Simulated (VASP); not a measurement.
Band structure of VO (relaxed from the zinc blende structure, space group F-43m). Computed with LDA (Ceperley-Alder, Perdew-Zunger), VASP's LDA PAW potentials (set 64) (plane waves; VASP).

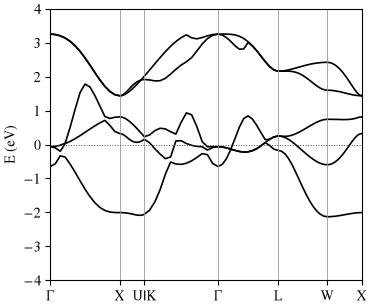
Figure: Bands along high-symmetry lines, zero at the valence-band maximum or, without a gap, the Fermi level

### Question
Read the plot: is there a gap, and where are the band edges?

### Answer
It has no gap at this level: it comes out as a metal or semimetal. (Edges off the drawn lines would not show.)

The structure was generated: VO was put into the zinc blende type (F-43m), which need not be its known phase. It was relaxed first, which changed the volume by -34 %. The run is not spin-polarised, so no magnetic state was tried. The electron count is odd and the run is not spin-polarised, which forces a metal.
